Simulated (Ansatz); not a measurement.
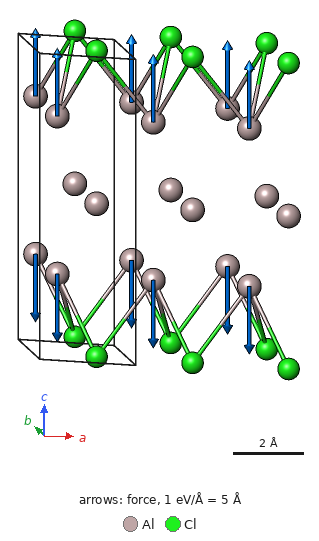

Starting geometry of a crystal of Al3Cl (a generated structure, set up in P-6m2) (coarse preliminary run) with the computed forces as blue arrows. The picture is a ball-and-stick view of the cell of the calculation, repeated 3 × 2 × 1 with one cell outlined, seen slightly off an axis.

Computed with DFT PBE, scalar-relativistic, plane waves, PAW in Ansatz 0.2.0. Set-up: plane-wave cutoff 420 eV; k-point mesh 6 × 6 × 2; occupations gaussian; smearing width 0.1 eV; no spin polarisation; cell and atoms relaxed; force threshold 0.04 eV/Å; at most 70 steps.

What follows when this structure is relaxed?

It isn't relaxed: the largest force vector, on Al atoms, is 0.40 eV/Å. The atoms end up moving mostly along the starting forces (cosine between the two patterns 1.00). Over 3 accepted moves (4 points after the start) the energy falls by 49.3 meV per atom. Largest force component: 0.4 eV/Å at the start, 0.0025 eV/Å at the end. Pressure: 7.85 GPa at the start and −0.03 GPa at the end. The SCF was repeated once at an unchanged geometry on a basis and grid sized afresh for the cell, which shifted the energy by 0.8 meV per atom at most. The largest moves relative to the cell, 0.049 Å, are those of Al atoms. Cl stays in place. Cell: a = b 2.886 → 3.015 Å (+4.5 %), c 8.954 → 9.168 Å (+2.4 %). Volume +11.7 %. Near-neighbour distances that change, for instance: Al–Cl 2.733 → 2.781 Å. Among the angles between lasting bonds that change: Al–Cl–Al 104.9° → 102.5°. The space group stays P-6m2 (No. 187). Cost: 5.8 s on 1 thread of Arm Neoverse V2, on a shared host, peak memory 0.32 GiB.
